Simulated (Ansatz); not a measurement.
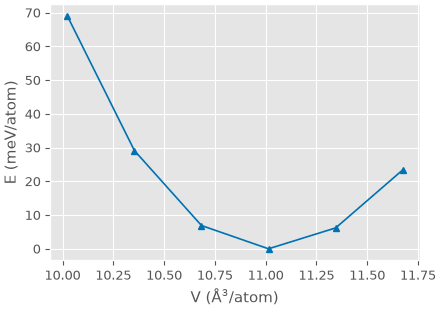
*Co₂Si in space group P4/nmm (No. 129; Co on 2a, Co on 2c, Si on 2c) under volume change, PBEsol in the plane-wave PAW code Ansatz, shape and atoms relaxed at each volume.*

Q: What does a third-order Birch–Murnaghan fit give for V₀, B₀ and B′?

A: V₀ = 11.02 Å³/atom, B₀ = 209 GPa, B′ = 4.3.

The cell is a constructed one: a structure type filled with these elements; neither database checked (COD, Materials Project) lists it. COD files the formula under space group No. 62. Whether it is the stable phase at ambient conditions was not checked. The PBEsol relaxation kept the symmetry of its start; whether a distortion lowers the energy is not shown. The final state is ferromagnetic, chosen from 3 collinear starts compared on coarse meshes (ties went to the first, and starts can fall back to one state), not a proven ground state.

Potentials: the earlier of the program's two PAW sets. The files were generated under PBE; for other functionals the program regenerates the frozen cores, and for LDA and PBEsol the local potential too.
